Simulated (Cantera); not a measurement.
Feed: 1 mol SiCl4, 4.4 mol N2, 0.21 mol H2, 4.9 mol NH3, held at 0.100 bar.

These are equilibrium values from Cantera (NASA tables, ideal gas, pure condensed phases), not measurements of a reactor. Candidate condensed phases: NH4Cl, Si, Si3N4; 28 gas species. The tables' values for SiCl3, SiCl, SiN are old estimates; treat these amounts as uncertain. Gases not in the tables: Si2H6 and higher silanes. The numbers say what is thermodynamically allowed, not how fast it happens.

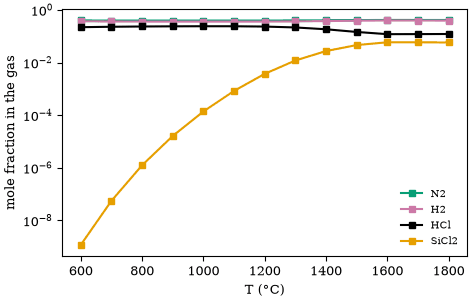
Fig. 1. Equilibrium gas composition (values under 1e-9 drawn at 1e-9)

From 600 °C to 1500 °C the condensed part is Si3N4(s). From 1600 °C to 1800 °C nothing is condensed. The main Si-bearing gas is SiCl4 at 600 °C and SiCl2 at 1800 °C.
